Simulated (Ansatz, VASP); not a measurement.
# Cross-check of W8F (W(110)) between VASP and Ansatz, part 2 of 2

One calculation is typed for both programs; each brings its own data sets and cutoff. How far apart do they land?

VASP 6.6.1 and Ansatz 0.2.0.

So far: Set-up; VASP: single point, PBE.

### 3. Ansatz: single point, PBE

Level of this step: Ansatz beside VASP: Kohn-Sham DFT, plane waves, PBE (Ansatz).

Ansatz runs on its default PAW (the set named soft_2) files.

The same cell, functional, mesh and smearing now go to Ansatz, which takes its cutoff from its data sets.

Contents of input.yaml:

```yaml
crystal:
  lattice:
    - [6.3441166964, 0.0, 0.0]
    - [3.1720583482, 4.4859679367, 0.0]
    - [0.0, 0.0, 21.728951905]
  atoms:
    - { symbol: W, position: [0.75, 0.5, 0.34516161] }
    - { symbol: W, position: [0.25, 0.5, 0.34516161] }
    - { symbol: W, position: [0.75, 0.0, 0.34516161] }
    - { symbol: W, position: [0.25, 0.0, 0.34516161] }
    - { symbol: W, position: [0.0, 0.0, 0.4483872] }
    - { symbol: W, position: [0.5, 0.0, 0.4483872] }
    - { symbol: W, position: [0.0, 0.5, 0.4483872] }
    - { symbol: W, position: [0.5, 0.5, 0.4483872] }
    - { symbol: W, position: [0.7514748719, 0.4970502563, 0.5520096363] }
    - { symbol: W, position: [0.2514748719, 0.4970502563, 0.5520096363] }
    - { symbol: W, position: [0.7512185123, 0.9975629753, 0.5524777753] }
    - { symbol: W, position: [0.2512185123, 0.9975629753, 0.5524777753] }
    - { symbol: W, position: [0.0190174912, 0.9619650175, 0.6534159156] }
    - { symbol: W, position: [0.5190174912, 0.9619650175, 0.6534159156] }
    - { symbol: W, position: [0.9935889932, 0.5128220137, 0.651279078] }
    - { symbol: W, position: [0.4935889932, 0.5128220137, 0.651279078] }
    - { symbol: F, position: [0.1471864532, 0.2056270937, 0.7233649365] }
    - { symbol: F, position: [0.6471864532, 0.2056270937, 0.7233649365] }
hamiltonian:
  xc: pbe
  pseudopotentials: { kind: paw }
kpoints:
  mp_grid: { grid: [5, 5, 1] }
scf:
  occupations: { method: methfessel_paxton, width: 0.15 }
  n_extra_bands: 8
efield:
  axis: 3
  dipole_correction: true
  ramp_width: 0.04
output:
  forces: true
  eigenvalues: true
  write_density: true
  write_potential: true
  elf: true
  volumetric_format: npy
```

On the command line:

```console
$ ansatz run input.yaml --threads 8 --pin off --max-ram 18432MiB --backend cpu --events-out ev --progress --plain --runs-dir out
```

Numbers of over 12 decimals in the logs are rounded to 6 here.

Output:

```text
scf.n_extra_bands = 8 over 119 filled bands (N_el = 238.0): the run solves 127 bands
Engine: ansatz 0.2.0, aarch64-unknown-linux-gnu
Pseudopotentials: kind: paw
Pseudopotential: W, paw, valence charge 14, recommended cutoff 420 eV (normal), W.paw.azcp
Pseudopotential: F, paw, valence charge 7, recommended cutoff 420 eV (normal), F.paw.azcp
Functional definition: PBE
  parameter kappa = 0.804
  parameter beta = 0.066725
  exchange = pbe_x(kappa = kappa, mu = beta*pi^2/3)
  correlation = pbe_c(beta = beta)
Crystal: 18 atoms, lattice volume = 618.395 Å³
Basis set: ecut = 420 eV, 12081 PW (Γ), exchange–correlation on 90×80×300 points (8 copies of the dense FFT grid, shifted against one another)
Bands: 127, of which v1, the nominal top of the filled ones, is band 119 counted from 1 (118 counted from 0)
Symmetry: 4 space group operations
Space group: Pm (ITA 6), of the structure as read, at distance tolerance 8.5e-5 Å
k-points: 9 of 25 (time reversal used)
Non-local potential: W, projectors of the file, l = 0: 3, l = 1: 2, l = 2: 2, l = 3: 1
Non-local potential: F, projectors of the file, l = 0: 2, l = 1: 2, l = 2: 1
PAW form: soft (Blöchl's): semilocal exchange-correlation on the pseudo side does not see the compensation charge
PAW one-centre angular grid: W, 590 points (default); XC on 64 Gauss nodes
PAW one-centre angular grid: F, 110 points (default); XC on 64 Gauss nodes
Initial density: superposition of atomic densities (neutral atoms: chi_scale 0, normalization atom), corrected by the library's trained network
Initial wavefunctions: pseudopotential atomic-orbital guess
Functional: x = pbe(κ = 0.804, μ = 0.219515), c = pbe(β = 0.066725)
SCF iter   1: F=—  HF=-167764.155691 eV  |F-HF|=—  |Δ(HF+E_count)|=         —  Δρ=7.69e-3  dr2=4.83e0  ethr=1.77e-3  p=0.013 e·Å  D=3.79e-3 V/Å  ΔV_dip=-0.08 eV  dr2_dipole=1.62e0  V_vac-E_F(+/−)=4.97/5.05 eV  ⟨swp⟩=8.7  Hψ=5978  notcnv=0
efield: sawtooth ramp at fractional position 0.0143 (placed from the atoms, in the widest stretch of the axis that holds none; the zero of the levels goes with the place), width 0.0400; the density the first Hamiltonian is built on has a dipole p = 0.013 e·Å; the dipole correction subtracts the counter field D = 3.79e-3 V/Å, which shifts the + side's vacuum level by -0.08 eV against the − side's; the planar-averaged density in the ramp window peaks in size at 1.0e-4 e/Å³
preconditioner: auto → LDOS  [metal: Δε(μ)=0.049 eV  Ē_g=4.264 eV  σ=0.150 eV  W_gap=0.26  n_scr=116 (ndim 8)  ℏωp=15.4 eV  f_vac=0.496  D(μ)=15.65/eV (n_scr^D=98)  β→1.0]
SCF iter   2: F=—  HF=-167764.042170 eV  |F-HF|=—  |Δ(HF+E_count)|=   1.14e-1  S|Δr|=    0.00e0  Δρ=2.49e-3  dr2=6.79e-2  ethr=1.77e-3  p=-0.017 e·Å  D=-5.08e-3 V/Å  ΔV_dip=0.11 eV  dr2_dipole=4.70e-3  V_vac-E_F(+/−)=5.11/5.00 eV  ⟨swp⟩=1.2  Hψ=1433  notcnv=0
SCF iter   3: F=—  HF=-167764.039587 eV  |F-HF|=—  |Δ(HF+E_count)|=   2.58e-3  S|Δr|=    0.00e0  Δρ=1.32e-3  dr2=4.43e-2  ethr=2.85e-5  p=-0.014 e·Å  D=-4.10e-3 V/Å  ΔV_dip=0.09 eV  dr2_dipole=6.24e-3  V_vac-E_F(+/−)=5.08/4.99 eV  ⟨swp⟩=2.8  Hψ=2096  notcnv=0
SCF iter   4: F=—  HF=-167764.035418 eV  |F-HF|=—  |Δ(HF+E_count)|=   4.17e-3  S|Δr|=    0.00e0  Δρ=3.35e-4  dr2=2.19e-3  ethr=1.86e-5  p=-0.014 e·Å  D=-4.19e-3 V/Å  ΔV_dip=0.09 eV  dr2_dipole=1.92e-4  V_vac-E_F(+/−)=5.09/5.00 eV  ⟨swp⟩=3.3  Hψ=2317  notcnv=0
SCF iter   5: F=—  HF=-167764.035072 eV  |F-HF|=—  |Δ(HF+E_count)|=   3.45e-4  S|Δr|=    0.00e0  Δρ=7.14e-5  dr2=4.69e-5  ethr=9.22e-7  p=-0.014 e·Å  D=-4.20e-3 V/Å  ΔV_dip=0.09 eV  dr2_dipole=2.13e-6  V_vac-E_F(+/−)=5.09/5.00 eV  ⟨swp⟩=2.3  Hψ=1872  notcnv=0
SCF iter   6: F=—  HF=-167764.035177 eV  |F-HF|=—  |Δ(HF+E_count)|=   1.05e-4  S|Δr|=    0.00e0  Δρ=2.83e-5  dr2=6.66e-6  ethr=1.97e-8  p=-0.014 e·Å  D=-4.09e-3 V/Å  ΔV_dip=0.09 eV  dr2_dipole=1.84e-8  V_vac-E_F(+/−)=5.09/5.00 eV  ⟨swp⟩=3.3  Hψ=2439  notcnv=0
SCF iter   7: F=—  HF=-167764.035182 eV  |F-HF|=—  |Δ(HF+E_count)|=   4.23e-6  S|Δr|=    0.00e0  Δρ=8.78e-6  dr2=1.07e-6  ethr=2.80e-9  p=-0.014 e·Å  D=-4.02e-3 V/Å  ΔV_dip=0.09 eV  dr2_dipole=1.13e-7  V_vac-E_F(+/−)=5.09/5.00 eV  ⟨swp⟩=2.4  Hψ=2045  notcnv=0
SCF iter   8: F=—  HF=-167764.035182 eV  |F-HF|=—  |Δ(HF+E_count)|=   3.40e-7  S|Δr|=    0.00e0  Δρ=3.24e-6  dr2=1.14e-7  ethr=4.50e-10  p=-0.014 e·Å  D=-3.99e-3 V/Å  ΔV_dip=0.09 eV  dr2_dipole=1.54e-8  V_vac-E_F(+/−)=5.09/5.00 eV  ⟨swp⟩=2.8  Hψ=2178  notcnv=0
SCF iter   9: F=-167764.035182 eV  HF=-167764.035182 eV  |F-HF|=1.34e-8  |Δ(HF+E_count)|=   1.43e-7  S|Δr|=    0.00e0  Δρ=1.11e-6  dr2=2.32e-8  ethr=4.20e-11  p=-0.014 e·Å  D=-3.98e-3 V/Å  ΔV_dip=0.09 eV  dr2_dipole=1.91e-10  V_vac-E_F(+/−)=5.09/5.00 eV  ⟨swp⟩=18.4  Hψ=10579  notcnv=0
SCF 1 converged in 9 iterations: F = -167764.035182 eV  dr2 = 2.32e-8
  greatest PAW one-centre occupation: 1.000 electrons in one spin orbital (limit 2), on the W atom at site 1 (counted from 0), in its partial waves of l = 0
WARN: The output density's exchange-correlation potential varies sharply where the density is thin. Do not read a vacuum level from v_tot or v_xc, or from such a field of the output density. On a cell that repeats whose density bears no net charge and no dipole along the vacuum's axis use v_es (v_loc + v_h of the components); under efield.dipole_correction with no amplitude use v_es + v_field, which holds any externa [...]
SCF converged after 9 iterations
Stability not checked: this state was not tested for a lower state beside it, because cold or Methfessel-Paxton smearing, or corrected tetrahedra, fill the levels in a way that the test cannot read (fill_not_monotonic; see scf.lower_state_search)
Free energy (F): -167764.035182 eV
Harris-Foulkes:  -167764.035182 eV  (|F-HF|=1.34e-8)
Internal energy: -167764.029487 eV  (E = F + TS)
E sigma→0 (E₀):  -167764.033758 eV
Entropy (-TS):   -0.005695 eV (-0.316 meV/atom)
Fermi energy:    6.710735 eV
Dipole field:    D = -0.003969 V/Å  (p = -0.013562 e·Å, saw-weighted, corrected)
Work function:   Φ+ = 5.0848 eV   Φ− = 4.9986 eV
Levels:          The Fermi level and band energies are counted from a zero that moves with the ramp; work functions are not
--- Per-component energies (eV) ---
  E_band       = -4916.989885
  E_kinetic    = 7587.584758
  E_local      = -222103.541620  (includes V_loc(G=0)·N_el)
  E_nonlocal   = 165.279001
  E_hartree    = 107784.818365
  E_xc         = -4415.161551
  E_vxc        = -4004.790852  (∫ρ·V_xc dr)
  E_paw        = -137400.555909  (= ΣΔE_a)
  E_vpaw       = -2130.685522  (= ΣTr[D̂ρ^β])
  E_aug_tail   = 0.003165  (compensation charges beyond the density's cutoff)
  E_efield     = 0.000027  (sawtooth field / dipole correction)
  E_vefield    = -0.442461  (∫n·V_field dr)
  E_ewald      = 80617.544276
  E_smearing   = -0.005695  (= −TS)
  E_closure    = 0.000000  (closes the sum)
  Σ components = -167764.035182   (vs F -167764.035182, Δ=0.00e0)
--- Forces (eV/Å), atoms counted from 1 ---
  atom   1  W      0.00000000    -0.02247557     0.49595304
  atom   2  W      0.00000000    -0.02247557     0.49595304
  atom   3  W      0.00000000     0.04390022     0.50641150
  atom   4  W      0.00000000     0.04390022     0.50641150
  atom   5  W      0.00000000     0.01119640    -0.64079303
  atom   6  W      0.00000000     0.01119640    -0.64079303
  atom   7  W     -0.00000000    -0.03750721    -0.62308311
  atom   8  W     -0.00000000    -0.03750721    -0.62308311
  atom   9  W      0.00000000    -0.01344476    -0.06933748
  atom  10  W      0.00000000    -0.01344476    -0.06933748
  atom  11  W     -0.00000000     0.00598782    -0.04911395
  atom  12  W     -0.00000000     0.00598782    -0.04911395
  atom  13  W     -0.00000000     0.30645796     0.15811457
  atom  14  W     -0.00000000     0.30645796     0.15811457
  atom  15  W     -0.00000000    -0.32977123     0.21644129
  atom  16  W     -0.00000000    -0.32977123     0.21644129
  atom  17  F      0.00000000     0.03565010     0.00540707
  atom  18  F      0.00000000     0.03565010     0.00540707
  max |Σ_I F_I| component: 1.25e-5 eV/Å
--- Band table (eV; the first three rows and the last of 9) ---
  k-point 0: bands = [... 115 lower, 7.3471, 7.3768, 7.4577, 7.4917, 7.6241, 7.8480, 7.8726, 8.0917, ... 4 higher]
  k-point 1: bands = [... 115 lower, 6.5365, 6.7562, 6.9301, 6.9966, 7.2556, 7.4337, 7.4736, 7.6280, ... 4 higher]
  k-point 2: bands = [... 115 lower, 5.9708, 5.9862, 6.1485, 6.3055, 6.3789, 6.6537, 6.7535, 6.8479, ... 4 higher]
  k-point 8: bands = [... 115 lower, 5.5551, 5.7827, 6.2571, 6.5248, 6.6621, 6.8192, 7.2853, 7.3488, ... 4 higher]
```

Run time: 31 s. Hardware: 8 threads of Arm Neoverse N1, shared host; peak memory 3.1 GiB.

Reading the cycles: dr2 is the Hartree energy of the density residual (eV), the measure of convergence; HF is the Harris–Foulkes estimate of the energy, which meets the free energy F at convergence.

### 4. Differences

Known differences besides the PAW data sets themselves: the data sets hold 238 valence electrons in Ansatz (default PAW (the set named soft_2) files) and 110 in VASP; the cutoff is 420 eV in Ansatz and 440 eV in VASP (PREC = Normal, projectors in real space). Total energies have different zeros and are not compared.

The two programs side by side:

```csv
quantity,Ansatz,VASP,difference
"work function, lower of the two faces (eV)",5.00,5.00,0.00
"work function, higher of the two faces (eV)",5.08,5.12,-0.04
```

Forces on 10 of the 18 atoms, picked by the larger force of the two programs (eV/Å; atoms numbered as in POSCAR):

```csv
atom,"Ansatz x, y, z","VASP x, y, z"
W1,"0.000, -0.022, 0.496","0.000, -0.025, 0.669"
W2,"0.000, -0.022, 0.496","0.000, -0.025, 0.669"
W3,"0.000, 0.044, 0.506","0.000, 0.046, 0.676"
W4,"0.000, 0.044, 0.506","0.000, 0.046, 0.676"
W5,"0.000, 0.011, -0.641","0.000, 0.011, -0.673"
W6,"0.000, 0.011, -0.641","0.000, 0.011, -0.673"
W7,"0.000, -0.038, -0.623","0.000, -0.039, -0.658"
W8,"0.000, -0.038, -0.623","0.000, -0.039, -0.658"
W15,"0.000, -0.330, 0.216","0.000, 0.014, -0.006"
W16,"0.000, -0.330, 0.216","0.000, 0.014, -0.006"
```

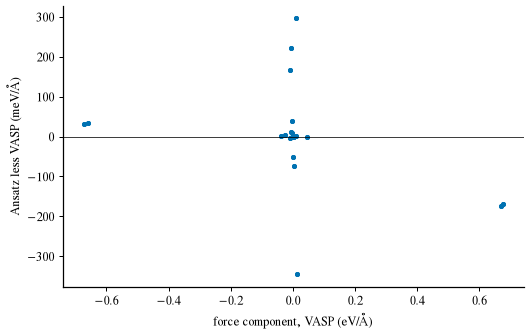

Difference of the force components against their size.

The forces differ by 114 meV/Å r.m.s., which is 44.4 % of the r.m.s. force of 0.26 eV/Å (both taken over all components, held atoms included).

### 5. Summary of results

```json
{"r.m.s. force difference (single point, PBE)": "44 % of the r.m.s. force"}
```

What this shows: The r.m.s. force difference is 44 % of the r.m.s. force (single point, PBE), beyond the 3 % picked in this series as the mark of a large difference. No further run finished for the single point, PBE pair; the unlike valence counts (238 against 110 electrons) are a candidate cause, untested here. 2 further runs on this material are not shown. Differences of this kind measure data sets and numerical settings, not the functional's error against experiment.

[Lines on the potential files, build, host, timing and source positions are cut from VASP's logs without a mark.]

[Logs are printed without paths, hosts, clocks, repeated set-up lines and the standing remarks that a program may print on its own settings, such as how far it seeks lower states.]

[Hosts, paths, dates, database ids (printed as entryN), source tags and the programs' standing remarks are cut or masked in the printed files.]
